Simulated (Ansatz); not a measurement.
Molecular dynamics of AlH₂Cl₂F (part 3 of 3)

The same run, continued: AlH₂Cl₂F; RKS revPBE-D4/6-31G* (Ansatz 0.2.0). It belongs to a series of runs on one base structure; here: dynamics from the highest image of the converged band.

Geometry of the input (Å):
```
Al 0.0158  -0.1753  -0.0078
H  0.0162  0.1378  1.6374
Cl 1.8389  0.1617  -1.0100
Cl -1.8298  0.0964  -0.9897
F  0.0485  -1.9269  0.8392
H  0.0383  -1.1923  1.6029
```

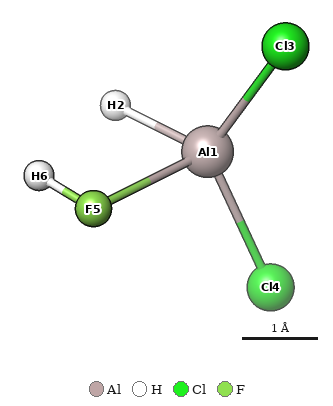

*The geometry at step 110 of the log (ball-and-stick view, seen at a tilt; atoms are numbered from 1 in the order of the input).*

Trajectory as extended XYZ, continued
```
6
Properties=species:S:1:pos:R:3:forces:R:3 step=19 time_fs=9.5 energy=-34387.13896 temperature=54.9
Al    0.0147   -0.1714    0.0010    0.0913   0.2168  -0.3298
H    -0.0402    0.1994    1.6106    0.1088  -0.0996   0.1871
Cl    1.8575    0.1607   -1.0133   -0.2636  -0.0618   0.1533
Cl   -1.8384    0.0865   -0.9826    0.0593  -0.0128  -0.0315
F     0.0348   -1.9137    0.8193    0.0690   0.2187   0.6128
H     0.0284   -1.2223    1.6363   -0.0649  -0.2614  -0.5919
6
Properties=species:S:1:pos:R:3:forces:R:3 step=26 time_fs=13.0 energy=-34387.14255 temperature=61.7
Al    0.0148   -0.1678    0.0009    0.1262   0.4613  -0.0338
H    -0.0411    0.2193    1.6446    0.1043  -0.2058  -0.2389
Cl    1.8631    0.1600   -1.0138   -0.3180  -0.0800   0.1715
Cl   -1.8412    0.0828   -0.9801    0.0691  -0.0196  -0.0419
F     0.0305   -1.9102    0.8146    0.0515  -0.0494   0.3778
H     0.0122   -1.2500    1.6250   -0.0331  -0.1065  -0.2347
6
Properties=species:S:1:pos:R:3:forces:R:3 step=32 time_fs=16.0 energy=-34387.13257 temperature=42.6
Al    0.0154   -0.1630    0.0007    0.1608   0.7011   0.0298
H    -0.0323    0.2186    1.6547    0.0754  -0.1463  -0.4264
Cl    1.8670    0.1591   -1.0138   -0.3401  -0.0962   0.1636
Cl   -1.8435    0.0795   -0.9782    0.0727  -0.0301  -0.0551
F     0.0270   -1.9075    0.8122    0.0513  -0.7389  -0.3618
H    -0.0050   -1.2824    1.5953   -0.0201   0.3104   0.6499
6
Properties=species:S:1:pos:R:3:forces:R:3 step=39 time_fs=19.5 energy=-34387.15256 temperature=80.9
Al    0.0167   -0.1549    0.0004    0.1953   0.4843  -0.1133
H    -0.0141    0.2032    1.6251    0.0201   0.0100  -0.0952
Cl    1.8705    0.1579   -1.0132   -0.3416  -0.0837   0.1495
Cl   -1.8459    0.0756   -0.9760    0.0794  -0.0138  -0.0529
F     0.0233   -1.9081    0.8080    0.0001  -0.4439   0.0666
H    -0.0267   -1.2928    1.6172    0.0468   0.0471   0.0453
6
Properties=species:S:1:pos:R:3:forces:R:3 step=45 time_fs=22.5 energy=-34387.13926 temperature=55.6
Al    0.0185   -0.1461   -0.0002    0.1933   0.1982  -0.3463
H     0.0036    0.1903    1.5900   -0.0228   0.1630   0.3470
Cl    1.8726    0.1566   -1.0124   -0.3183  -0.0649   0.1242
Cl   -1.8478    0.0722   -0.9744    0.0864   0.0050  -0.0478
F     0.0201   -1.9109    0.8045   -0.0656  -0.0216   0.6329
H    -0.0412   -1.2952    1.6444    0.1269  -0.2796  -0.7099
6
Properties=species:S:1:pos:R:3:forces:R:3 step=52 time_fs=26.0 energy=-34387.15543 temperature=86.5
Al    0.0213   -0.1350   -0.0023    0.1517   0.2806  -0.3437
H     0.0218    0.1929    1.5833   -0.0408   0.2343   0.2978
Cl    1.8741    0.1548   -1.0110   -0.2603  -0.0635   0.0657
Cl   -1.8497    0.0683   -0.9725    0.0938   0.0010  -0.0553
F     0.0161   -1.9148    0.8035   -0.0291  -0.4779  -0.0459
H    -0.0453   -1.3232    1.6129    0.0847   0.0254   0.0814
6
Properties=species:S:1:pos:R:3:forces:R:3 step=58 time_fs=29.0 energy=-34387.15471 temperature=85.5
Al    0.0243   -0.1245   -0.0052    0.0850   0.3734  -0.0188
H     0.0338    0.2156    1.6040   -0.0453   0.1249  -0.0693
Cl    1.8747    0.1532   -1.0096   -0.1924  -0.0590   0.0110
Cl   -1.8511    0.0649   -0.9711    0.1034  -0.0011  -0.0587
F     0.0124   -1.9204    0.8026    0.0213  -0.8326  -0.7224
H    -0.0408   -1.3453    1.5899    0.0280   0.3945   0.8583
6
Properties=species:S:1:pos:R:3:forces:R:3 step=65 time_fs=32.5 energy=-34387.16510 temperature=105.3
Al    0.0281   -0.1109   -0.0085   -0.0309   0.1218   0.3654
H     0.0429    0.2541    1.6210   -0.0470  -0.0732  -0.2704
Cl    1.8748    0.1511   -1.0080   -0.1033  -0.0309  -0.0399
Cl   -1.8524    0.0610   -0.9697    0.1197   0.0202  -0.0496
F     0.0083   -1.9306    0.7986   -0.0268   0.2648   0.4745
H    -0.0309   -1.3420    1.6301    0.0882  -0.3027  -0.4800
6
Properties=species:S:1:pos:R:3:forces:R:3 step=71 time_fs=35.5 energy=-34387.16537 temperature=106.0
Al    0.0313   -0.0987   -0.0103   -0.1382   0.0606   0.4440
H     0.0463    0.2820    1.6120   -0.0312  -0.1146  -0.2806
Cl    1.8746    0.1492   -1.0067   -0.0183  -0.0230  -0.0967
Cl   -1.8531    0.0577   -0.9685    0.1271   0.0218  -0.0569
F     0.0046   -1.9388    0.7968    0.0097   0.4654   0.6144
H    -0.0152   -1.3598    1.6352    0.0509  -0.4101  -0.6241
6
Properties=species:S:1:pos:R:3:forces:R:3 step=77 time_fs=38.5 energy=-34387.17532 temperature=125.1
Al    0.0340   -0.0863   -0.0107   -0.2364   0.1717   0.2544
H     0.0472    0.3011    1.5799   -0.0072  -0.0229  -0.1243
Cl    1.8744    0.1472   -1.0057    0.0654  -0.0352  -0.1638
Cl   -1.8536    0.0544   -0.9675    0.1249   0.0041  -0.0807
F     0.0010   -1.9452    0.7972    0.0515  -0.3853  -0.6744
H     0.0048   -1.4067    1.5990    0.0018   0.2676   0.7888
6
Properties=species:S:1:pos:R:3:forces:R:3 step=84 time_fs=42.0 energy=-34387.18270 temperature=139.0
Al    0.0362   -0.0712   -0.0102   -0.3281  -0.0434  -0.0643
H     0.0475    0.3216    1.5337    0.0148   0.1017   0.3481
Cl    1.8743    0.1449   -1.0050    0.1389  -0.0321  -0.2154
Cl   -1.8538    0.0506   -0.9667    0.1169   0.0062  -0.0993
F    -0.0030   -1.9544    0.7945    0.0828   0.0605  -0.0861
H     0.0287   -1.4409    1.6257   -0.0252  -0.0928   0.1171
6
Properties=species:S:1:pos:R:3:forces:R:3 step=90 time_fs=45.0 energy=-34387.16850 temperature=112.3
Al    0.0369   -0.0584   -0.0099   -0.3612  -0.1914  -0.0192
H     0.0490    0.3475    1.5220    0.0232   0.1112   0.4406
Cl    1.8746    0.1427   -1.0049    0.1749  -0.0295  -0.2415
Cl   -1.8536    0.0474   -0.9661    0.1019   0.0113  -0.1140
F    -0.0059   -1.9622    0.7915    0.1540   0.6327   0.8423
H     0.0467   -1.4744    1.6659   -0.0928  -0.5343  -0.9081
6
Properties=species:S:1:pos:R:3:forces:R:3 step=97 time_fs=48.5 energy=-34387.18651 temperature=146.7
Al    0.0364   -0.0440   -0.0093   -0.3340   0.0208   0.4793
H     0.0530    0.3882    1.5492    0.0152  -0.0213  -0.0620
Cl    1.8755    0.1401   -1.0056    0.1796  -0.0489  -0.2589
Cl   -1.8531    0.0436   -0.9659    0.0752  -0.0029  -0.1382
F    -0.0086   -1.9685    0.7914    0.0414  -0.2354  -0.8807
H     0.0593   -1.5579    1.6440    0.0226   0.2877   0.8606
6
Properties=species:S:1:pos:R:3:forces:R:3 step=103 time_fs=51.5 energy=-34387.19205 temperature=157.0
Al    0.0347   -0.0318   -0.0073   -0.2648   0.0340   0.8418
H     0.0580    0.4219    1.5705    0.0030  -0.1150  -0.3546
Cl    1.8767    0.1378   -1.0069    0.1470  -0.0551  -0.2463
Cl   -1.8525    0.0404   -0.9661    0.0503  -0.0017  -0.1504
F    -0.0106   -1.9742    0.7884    0.0860   0.0850  -0.2844
H     0.0704   -1.6161    1.6758   -0.0215   0.0527   0.1940
6
Properties=species:S:1:pos:R:3:forces:R:3 step=110 time_fs=55.0 energy=-34387.18374 temperature=141.6
Al    0.0318   -0.0174   -0.0017   -0.1474  -0.0638   0.7986
H     0.0640    0.4497    1.5599   -0.0107  -0.0807  -0.2630
Cl    1.8786    0.1349   -1.0091    0.0725  -0.0628  -0.2106
Cl   -1.8516    0.0367   -0.9667    0.0236   0.0002  -0.1600
F    -0.0123   -1.9803    0.7840    0.1907   0.4764   0.8790
H     0.0794   -1.6807    1.7201   -0.1288  -0.2693  -1.0440
6
Properties=species:S:1:pos:R:3:forces:R:3 step=116 time_fs=58.0 energy=-34387.19246 temperature=158.3
Al    0.0287   -0.0052    0.0059   -0.0370  -0.0969   0.3751
H     0.0683    0.4665    1.5274   -0.0181   0.0484   0.0957
Cl    1.8804    0.1323   -1.0116   -0.0163  -0.0819  -0.1676
Cl   -1.8508    0.0334   -0.9677    0.0119  -0.0113  -0.1629
F    -0.0130   -1.9836    0.7832   -0.0234  -0.1357  -1.1694
H     0.0778   -1.7548    1.6876    0.0830   0.2774   1.0291
6
Properties=species:S:1:pos:R:3:forces:R:3 step=123 time_fs=61.5 energy=-34387.19354 temperature=160.0
Al    0.0250    0.0085    0.0161    0.0844  -0.2667  -0.0253
H     0.0713    0.4920    1.5022   -0.0198   0.1739   0.4619
Cl    1.8824    0.1289   -1.0150   -0.1303  -0.0883  -0.0998
Cl   -1.8498    0.0296   -0.9694    0.0106  -0.0106  -0.1520
F    -0.0137   -1.9876    0.7774    0.1095   0.1971   0.2721
H     0.0813   -1.8205    1.7244   -0.0544  -0.0055  -0.4570
6
Properties=species:S:1:pos:R:3:forces:R:3 step=129 time_fs=64.5 energy=-34387.19036 temperature=154.2
Al    0.0221    0.0194    0.0250    0.1837  -0.2224   0.1167
H     0.0720    0.5282    1.5185   -0.0316   0.0873   0.2389
Cl    1.8838    0.1258   -1.0182   -0.2313  -0.0916  -0.0308
Cl   -1.8489    0.0264   -0.9712    0.0266  -0.0099  -0.1297
F    -0.0139   -1.9903    0.7726    0.1489   0.2528   0.7513
H     0.0815   -1.8719    1.7374   -0.0963  -0.0161  -0.9463
6
Properties=species:S:1:pos:R:3:forces:R:3 step=135 time_fs=67.5 energy=-34387.18189 temperature=138.2
Al    0.0198    0.0296    0.0343    0.2615  -0.0244   0.4299
H     0.0699    0.5712    1.5536   -0.0460  -0.0981  -0.2135
Cl    1.8846    0.1225   -1.0215   -0.3290  -0.0974   0.0429
Cl   -1.8479    0.0231   -0.9733    0.0614  -0.0136  -0.0956
F    -0.0136   -1.9921    0.7699   -0.0734   0.0490  -1.4661
H     0.0758   -1.9230    1.6930    0.1255   0.1845   1.3025
6
Properties=species:S:1:pos:R:3:forces:R:3 step=142 time_fs=71.0 energy=-34387.18158 temperature=137.1
Al    0.0181    0.0414    0.0469    0.2961  -0.0223   0.4939
H     0.0626    0.6110    1.5725   -0.0422  -0.1814  -0.3869
Cl    1.8846    0.1183   -1.0251   -0.4166  -0.0887   0.1207
Cl   -1.8466    0.0192   -0.9761    0.1120  -0.0056  -0.0502
F    -0.0133   -1.9936    0.7612    0.1233   0.2028   0.6308
H     0.0776   -1.9664    1.7287   -0.0725   0.0952  -0.8082
6
Properties=species:S:1:pos:R:3:forces:R:3 step=148 time_fs=74.0 energy=-34387.18892 temperature=151.0
Al    0.0177    0.0514    0.0593    0.2755  -0.1244   0.1062
H     0.0525    0.6294    1.5557   -0.0228  -0.0978  -0.1267
Cl    1.8835    0.1145   -1.0280   -0.4737  -0.0821   0.1808
Cl   -1.8452    0.0158   -0.9786    0.1693  -0.0008  -0.0040
F    -0.0126   -1.9939    0.7550    0.1025   0.1994   0.4409
H     0.0756   -1.9933    1.7180   -0.0508   0.1057  -0.5972
6
Properties=species:S:1:pos:R:3:forces:R:3 step=155 time_fs=77.5 energy=-34387.17105 temperature=117.1
Al    0.0184    0.0625    0.0740    0.2159  -0.2996  -0.5512
H     0.0384    0.6419    1.5265    0.0035   0.0821   0.3700
Cl    1.8807    0.1098   -1.0307   -0.5156  -0.0728   0.2404
Cl   -1.8430    0.0119   -0.9816    0.2418   0.0055   0.0538
F    -0.0114   -1.9932    0.7486   -0.0564   0.2380  -1.3327
H     0.0708   -2.0144    1.6754    0.1108   0.0468   1.2197
6
Properties=species:S:1:pos:R:3:forces:R:3 step=161 time_fs=80.5 energy=-34387.16788 temperature=111.0
Al    0.0197    0.0710    0.0848    0.1542  -0.3943  -0.6706
H     0.0265    0.6584    1.5311    0.0186   0.0975   0.4106
Cl    1.8769    0.1056   -1.0324   -0.5204  -0.0535   0.2744
Cl   -1.8405    0.0086   -0.9839    0.2918   0.0209   0.0969
F    -0.0105   -1.9914    0.7386    0.1462   0.2079   0.9674
H     0.0735   -2.0265    1.7124   -0.0904   0.1215  -1.0787
6
Properties=species:S:1:pos:R:3:forces:R:3 step=168 time_fs=84.0 energy=-34387.18451 temperature=142.3
Al    0.0218    0.0795    0.0950    0.0674  -0.2033  -0.2987
H     0.0147    0.6855    1.5747    0.0345  -0.1155  -0.0800
Cl    1.8709    0.1005   -1.0336   -0.5036  -0.0350   0.2996
Cl   -1.8367    0.0047   -0.9864    0.3428   0.0365   0.1458
F    -0.0087   -1.9881    0.7306    0.0300   0.2751  -0.4180
H     0.0699   -2.0289    1.6734    0.0289   0.0423   0.3513
6
Properties=species:S:1:pos:R:3:forces:R:3 step=174 time_fs=87.0 energy=-34387.17230 temperature=119.1
Al    0.0239    0.0860    0.1026   -0.0140  -0.1074  -0.0584
H     0.0077    0.6996    1.6080    0.0480  -0.2407  -0.3834
Cl    1.8645    0.0960   -1.0338   -0.4628  -0.0160   0.3011
Cl   -1.8325    0.0016   -0.9882    0.3682   0.0537   0.1776
F    -0.0070   -1.9840    0.7226   -0.0036   0.3060  -0.8685
H     0.0681   -2.0263    1.6566    0.0643   0.0044   0.8316
6
Properties=species:S:1:pos:R:3:forces:R:3 step=181 time_fs=90.5 energy=-34387.16847 temperature=112.2
Al    0.0262    0.0930    0.1111   -0.0991  -0.2512  -0.2006
H     0.0047    0.6914    1.6088    0.0536  -0.1665  -0.2458
Cl    1.8555    0.0908   -1.0331   -0.3849   0.0116   0.2771
Cl   -1.8264   -0.0020   -0.9897    0.3693   0.0791   0.1971
F    -0.0048   -1.9774    0.7103    0.1567   0.2274   1.1874
H     0.0699   -2.0206    1.6884   -0.0957   0.0997  -1.2153
6
Properties=species:S:1:pos:R:3:forces:R:3 step=187 time_fs=93.5 energy=-34387.18461 temperature=142.8
Al    0.0279    0.0982    0.1177   -0.1567  -0.3983  -0.6417
H     0.0071    0.6692    1.5876    0.0471   0.0133   0.1777
Cl    1.8468    0.0863   -1.0318   -0.3053   0.0278   0.2432
Cl   -1.8203   -0.0048   -0.9904    0.3534   0.0952   0.2048
F    -0.0023   -1.9706    0.7037    0.0052   0.2868  -0.8324
H     0.0653   -2.0083    1.6382    0.0563  -0.0248   0.8484
6
Properties=species:S:1:pos:R:3:forces:R:3 step=194 time_fs=97.0 energy=-34387.19004 temperature=153.1
Al    0.0292    0.1026    0.1227   -0.2078  -0.5451  -0.8419
H     0.0149    0.6451    1.5829    0.0354   0.1367   0.4389
Cl    1.8358    0.0812   -1.0295   -0.1850   0.0531   0.1792
Cl   -1.8120   -0.0078   -0.9907    0.2979   0.1195   0.1922
F     0.0007   -1.9611    0.6926    0.0724   0.2232   0.1557
H     0.0641   -1.9953    1.6468   -0.0130   0.0127  -0.1240
6
Properties=species:S:1:pos:R:3:forces:R:3 step=200 time_fs=100.0 energy=-34387.18806 temperature=149.9
Al    0.0297    0.1046    0.1242   -0.2367  -0.4686  -0.4249
H     0.0249    0.6353    1.6151    0.0240   0.0354   0.1098
Cl    1.8258    0.0769   -1.0270   -0.0657   0.0745   0.1094
Cl   -1.8042   -0.0101   -0.9904    0.2220   0.1395   0.1653
F     0.0036   -1.9518    0.6829    0.1251   0.1646   1.1079
H     0.0631   -1.9837    1.6592   -0.0687   0.0546  -1.0675
```
